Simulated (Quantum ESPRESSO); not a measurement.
**Optical response of CdF2**

Wanted: where CdF2 starts to absorb, how strongly, and its refractive index.

Calculated with Quantum ESPRESSO 7.5; DFT, PBE, plane waves with norm-conserving potentials (PseudoDojo), scalar-relativistic, independent-particle optical response without local fields and without the non-local commutator.

## 1. Set-up

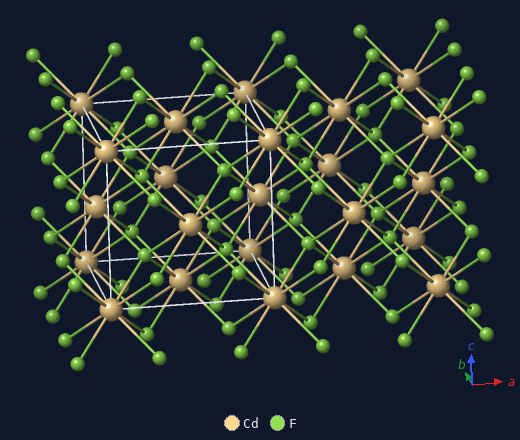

The cell as given, slightly off an axis (cadmium orange, fluorine green). 2×1×1 cells are drawn. This picture shows the conventional cell, with its axes. Some periodic images of atoms are drawn too.

Coordinates:

```cif
data_structure
_symmetry_space_group_name_H-M 'P 1'
_symmetry_Int_Tables_number 1
_cell_length_a 3.8099
_cell_length_b 3.8099
_cell_length_c 3.8099
_cell_angle_alpha 60.000
_cell_angle_beta 60.000
_cell_angle_gamma 60.000
_cell_volume 39.10
loop_
_atom_site_label
_atom_site_type_symbol
_atom_site_fract_x
_atom_site_fract_y
_atom_site_fract_z
_atom_site_occupancy
Cd1 Cd 0.00000 0.00000 0.00000 1
F2 F 0.75000 0.75000 0.75000 1
F3 F 0.25000 0.25000 0.25000 1
```

## 2. Ground state

First the ground state: is it a metal or has it a gap?

This step: DFT, PBE, plane waves with norm-conserving potentials (PseudoDojo), scalar-relativistic, ground state (Quantum ESPRESSO 7.5).

Input file scf.in:

```
&control
  calculation = 'scf'
  prefix = 'x'
  outdir = './tmp'
  pseudo_dir = './'
  verbosity = 'high'
/
&system
  ibrav = 0
  nat = 3
  ntyp = 2
  ecutwfc = 90
  occupations = 'smearing'
  smearing = 'fd'
  degauss = 0.003675
  nbnd = 21
/
&electrons
  conv_thr = 1e-09
  electron_maxstep = 100
/
ATOMIC_SPECIES
  Cd 1.0 Cd.upf
  F 1.0 F.upf
CELL_PARAMETERS angstrom
  0.000000000000 2.694000000000 2.694000000000
  2.694000000000 0.000000000000 2.694000000000
  2.694000000000 2.694000000000 0.000000000000
ATOMIC_POSITIONS crystal
  Cd 0.000000000000 0.000000000000 0.000000000000
  F 0.750000000000 0.750000000000 0.750000000000
  F 0.250000000000 0.250000000000 0.250000000000
K_POINTS automatic
  7 7 7 0 0 0
```

Command:

```console
> mpirun -n 4 pw.x -nk 4 -in scf.in
```

Output:

```text
for quantum simulation of materials; please cite

     using ibrav=0 with symmetry is DISCOURAGED, use correct ibrav instead

     G-vector sticks info
     --------------------
     sticks:   dense  smooth     PW     G-vecs:    dense   smooth      PW
     Sum        1285    1285    379                30467    30467    4813

     Using Slab Decomposition

     bravais-lattice index     =            0
     lattice parameter (alat)  =       7.1997  a.u.
     unit-cell volume          =     263.8878 (a.u.)^3
     number of atoms/cell      =            3
     number of atomic types    =            2
     number of electrons       =        34.00
     number of Kohn-Sham states=           21
     kinetic-energy cutoff     =      90.0000  Ry
     charge density cutoff     =     360.0000  Ry
     scf convergence threshold =      1.0E-09
     mixing beta               =       0.7000
     number of iterations used =            8  plain     mixing
     Exchange-correlation= PBE
                           (   1   4   3   4   0   0   0)

     celldm(1)=   7.199651  celldm(2)=   0.000000  celldm(3)=   0.000000
     celldm(4)=   0.000000  celldm(5)=   0.000000  celldm(6)=   0.000000

     crystal axes: (cart. coord. in units of alat)
               a(1) = (   0.000000   0.707107   0.707107 )
               a(2) = (   0.707107   0.000000   0.707107 )
               a(3) = (   0.707107   0.707107   0.000000 )

     reciprocal axes: (cart. coord. in units 2 pi/alat)
               b(1) = ( -0.707107  0.707107  0.707107 )
               b(2) = (  0.707107 -0.707107  0.707107 )
               b(3) = (  0.707107  0.707107 -0.707107 )

     ./Cd.upf
     Pseudo is Norm-conserving + core correction, Zval = 20.0
     Generated using ONCVPSP code by D. R. Hamann
     Using radial grid of 1368 points,  6 beta functions with:
                l(1) =   0
                l(2) =   0
                l(3) =   1
                l(4) =   1
                l(5) =   2
                l(6) =   2

     ./F.upf
     Pseudo is Norm-conserving + core correction, Zval =  7.0
     Generated using ONCVPSP code by D. R. Hamann
     Using radial grid of  832 points,  5 beta functions with:
                l(1) =   0
                l(2) =   0
                l(3) =   1
                l(4) =   1
                l(5) =   2

     atomic species   valence    mass     pseudopotential
     Cd               20.00     1.00000     Cd( 1.00)
     F                 7.00     1.00000     F ( 1.00)

     48 Sym. Ops., with inversion, found

                                    s                        frac. trans.

     [... symmetry matrices left out ...]
   Cartesian axes

     site n.     atom                  positions (alat units)
         1        Cd     tau(   1) = (   0.0000000   0.0000000   0.0000000  )
         2        F      tau(   2) = (   1.0606602   1.0606602   1.0606602  )
         3        F      tau(   3) = (   0.3535534   0.3535534   0.3535534  )

   Crystallographic axes

     site n.     atom                  positions (cryst. coord.)
         1        Cd     tau(   1) = (  0.0000000  0.0000000  0.0000000  )
         2        F      tau(   2) = (  0.7500000  0.7500000  0.7500000  )
         3        F      tau(   3) = (  0.2500000  0.2500000  0.2500000  )

     number of k points=    20  Fermi-Dirac smearing, width (Ry)=  0.0037
                       cart. coord. in units 2pi/alat
        k(    1) = (   0.0000000   0.0000000   0.0000000), wk =   0.0058309
        k(    2) = (   0.1010153   0.1010153  -0.1010153), wk =   0.0466472
        k(    3) = (   0.2020305   0.2020305  -0.2020305), wk =   0.0466472
        k(    4) = (   0.3030458   0.3030458  -0.3030458), wk =   0.0466472
        k(    5) = (   0.2020305  -0.0000000   0.0000000), wk =   0.0349854
        k(    6) = (   0.3030458   0.1010153  -0.1010153), wk =   0.1399417
        k(    7) = (   0.4040610   0.2020305  -0.2020305), wk =   0.1399417
        k(    8) = (  -0.2020305  -0.4040610   0.4040610), wk =   0.1399417
        k(    9) = (  -0.1010153  -0.3030458   0.3030458), wk =   0.1399417
        k(   10) = (  -0.0000000  -0.2020305   0.2020305), wk =   0.0699708
        k(   11) = (   0.4040610  -0.0000000   0.0000000), wk =   0.0349854
        k(   12) = (   0.5050763   0.1010153  -0.1010153), wk =   0.1399417
        k(   13) = (  -0.1010153  -0.5050763   0.5050763), wk =   0.1399417
        k(   14) = (   0.0000000  -0.4040610   0.4040610), wk =   0.0699708
        k(   15) = (   0.6060915  -0.0000000   0.0000000), wk =   0.0349854
        k(   16) = (  -0.0000000  -0.6060915   0.6060915), wk =   0.0699708
[...]
cryst. coord.
[...]
k(   13) = (  -0.0000000   0.2857143  -0.4285714), wk =   0.1399417
        k(   14) = (   0.0000000   0.2857143  -0.2857143), wk =   0.0699708
        k(   15) = (   0.0000000   0.4285714   0.4285714), wk =   0.0349854
        k(   16) = (   0.0000000   0.4285714  -0.4285714), wk =   0.0699708
        k(   17) = (   0.1428571   0.2857143   0.4285714), wk =   0.1399417
        k(   18) = (   0.1428571   0.2857143  -0.4285714), wk =   0.2798834
        k(   19) = (   0.1428571   0.4285714  -0.4285714), wk =   0.1399417
        k(   20) = (   0.1428571   0.4285714  -0.2857143), wk =   0.1399417

     Dense  grid:    30467 G-vectors     FFT dimensions: (  45,  45,  45)

     Initial potential from superposition of free atoms

     starting charge      33.9997, renormalised to      34.0000
     Starting wfcs are   18 randomized atomic wfcs +    3 random wfcs

     Self-consistent Calculation

     iteration #  1     ecut=    90.00 Ry     beta= 0.70
     Davidson diagonalization with overlap

            60 MiB given to the printing process from OS
            28 MiB allocation reported by mallinfo(arena+hblkhd)
------------------
     ethr =  1.00E-02,  avg # of iterations =  5.2

     total energy              =    -449.25016978 Ry
     estimated scf accuracy    <       0.38958366 Ry

     iteration #  2     ecut=    90.00 Ry     beta= 0.70
     Davidson diagonalization with overlap

            75 MiB given to the printing process from OS
            42 MiB allocation reported by mallinfo(arena+hblkhd)
------------------
     ethr =  1.15E-03,  avg # of iterations =  2.0

     total energy              =    -449.34793146 Ry
     estimated scf accuracy    <       0.36444123 Ry

     iteration #  3     ecut=    90.00 Ry     beta= 0.70
     Davidson diagonalization with overlap

            75 MiB given to the printing process from OS
            43 MiB allocation reported by mallinfo(arena+hblkhd)
------------------
     ethr =  1.07E-03,  avg # of iterations =  2.0

     total energy              =    -449.42324586 Ry
     estimated scf accuracy    <       0.00228066 Ry

     iteration #  4     ecut=    90.00 Ry     beta= 0.70
     Davidson diagonalization with overlap

            76 MiB given to the printing process from OS
            43 MiB allocation reported by mallinfo(arena+hblkhd)
------------------
     ethr =  6.71E-06,  avg # of iterations =  3.2

     total energy              =    -449.42370900 Ry
     estimated scf accuracy    <       0.00013182 Ry

     iteration #  5     ecut=    90.00 Ry     beta= 0.70
     Davidson diagonalization with overlap

            77 MiB given to the printing process from OS
            44 MiB allocation reported by mallinfo(arena+hblkhd)
------------------
     ethr =  3.88E-07,  avg # of iterations =  2.1

     total energy              =    -449.42372006 Ry
     estimated scf accuracy    <       0.00001604 Ry

     iteration #  6     ecut=    90.00 Ry     beta= 0.70
     Davidson diagonalization with overlap

            78 MiB given to the printing process from OS
            45 MiB allocation reported by mallinfo(arena+hblkhd)
------------------
     ethr =  4.72E-08,  avg # of iterations =  2.0

     total energy              =    -449.42372275 Ry
     estimated scf accuracy    <       0.00000740 Ry

     iteration #  7     ecut=    90.00 Ry     beta= 0.70
     Davidson diagonalization with overlap

            79 MiB given to the printing process from OS
            46 MiB allocation reported by mallinfo(arena+hblkhd)
------------------
     ethr =  2.18E-08,  avg # of iterations =  1.9

     total energy              =    -449.42372336 Ry
     estimated scf accuracy    <       0.00000007 Ry

     iteration #  8     ecut=    90.00 Ry     beta= 0.70
     Davidson diagonalization with overlap

            80 MiB given to the printing process from OS
            47 MiB allocation reported by mallinfo(arena+hblkhd)
------------------
     ethr =  2.16E-10,  avg # of iterations =  3.4

     total energy              =    -449.42372341 Ry
     estimated scf accuracy    <       0.00000002 Ry

     iteration #  9     ecut=    90.00 Ry     beta= 0.70
     Davidson diagonalization with overlap

            81 MiB given to the printing process from OS
            48 MiB allocation reported by mallinfo(arena+hblkhd)
------------------
     ethr =  6.49E-11,  avg # of iterations =  2.0

     total energy              =    -449.42372341 Ry
     estimated scf accuracy    <          1.5E-09 Ry

     iteration # 10     ecut=    90.00 Ry     beta= 0.70
     Davidson diagonalization with overlap

            81 MiB given to the printing process from OS
            49 MiB allocation reported by mallinfo(arena+hblkhd)
------------------
     ethr =  4.45E-12,  avg # of iterations =  2.1

     End of self-consistent calculation

          k = 0.0000 0.0000 0.0000 (  3839 PWs)   bands (ev):

   -91.9122 -53.0081 -53.0081 -53.0081 -14.2017 -13.1009   0.9374   0.9374
     0.9374   2.1373   2.1373   5.5577   5.5577   5.5577   6.0344   6.0344
     6.0344   9.6539  19.2706  19.2706  19.2706

     occupation numbers
     1.0000   1.0000   1.0000   1.0000   1.0000   1.0000   1.0000   1.0000
     1.0000   1.0000   1.0000   1.0000   1.0000   1.0000   1.0000   1.0000
     1.0000   0.0000   0.0000   0.0000   0.0000

          k = 0.1010 0.1010-0.1010 (  3780 PWs)   bands (ev):

   -91.9119 -53.0084 -53.0080 -53.0080 -14.1373 -13.1577   1.0126   1.0126
     1.1509   2.1159   2.1159   4.9843   5.4229   5.4229   5.8793   6.0493
     6.0493  10.3843  18.3885  19.5672  19.5672

     occupation numbers
     1.0000   1.0000   1.0000   1.0000   1.0000   1.0000   1.0000   1.0000
     1.0000   1.0000   1.0000   1.0000   1.0000   1.0000   1.0000   1.0000
     1.0000   0.0000   0.0000   0.0000   0.0000

          k = 0.2020 0.2020-0.2020 (  3798 PWs)   bands (ev):

   -91.9119 -53.0094 -53.0082 -53.0082 -13.9673 -13.3075   1.1696   1.1696
     1.7026   2.1125   2.1125   4.1884   5.0774   5.0774   5.2168   6.0934
     6.0934  11.9346  17.0557  20.2933  20.2933

     occupation numbers
     1.0000   1.0000   1.0000   1.0000   1.0000   1.0000   1.0000   1.0000
     1.0000   1.0000   1.0000   1.0000   1.0000   1.0000   1.0000   1.0000
     1.0000   0.0000   0.0000   0.0000   0.0000

     [... further k points left out ...]

     the Fermi energy is     8.2831 ev

!    total energy              =    -449.42372341 Ry
     estimated scf accuracy    <          1.3E-11 Ry
     smearing contrib. (-TS)   =      -0.00000000 Ry
     internal energy E=F+TS    =    -449.42372341 Ry

     The total energy is F=E-TS. E is the sum of the following terms:
     one-electron contribution =    -231.74878566 Ry
     hartree contribution      =     131.90710593 Ry
     xc contribution           =     -70.73872428 Ry
     ewald contribution        =    -278.84331940 Ry

     convergence has been achieved in  10 iterations

     XML data file, charge density, pseudopotentials, collected wavefunctions

                                        0.00s GPU  (     180 calls)

=------------------------------------------------------------------------------=
   JOB DONE.
=------------------------------------------------------------------------------=
```

Wall time 6.8 s (4 MPI ranks of Arm Neoverse V2, shared host); peak memory 0.08 GiB.

Read-outs, printed or worked out from the files:

| Item | Value |
| --- | --- |
| total energy | -449.4 Ry |
| gap on the k-mesh | 3.183 eV |
| direct gap on the mesh | 3.620 eV |

There is a gap, 3.18 eV on this mesh (points off the mesh can give less), so no carriers' term is needed.

(Part 1 of 3 ends here.)

[Machine, clock, banner and «Message from routine» lines are left out of the logs.]

[Logs are printed without paths, hosts, clocks, repeated set-up lines and the standing remarks that a program may print on its own settings, such as how far it seeks lower states.]

[Hosts, paths, dates, database ids (printed as entryN), source tags and the programs' standing remarks are cut or masked in the printed files.]
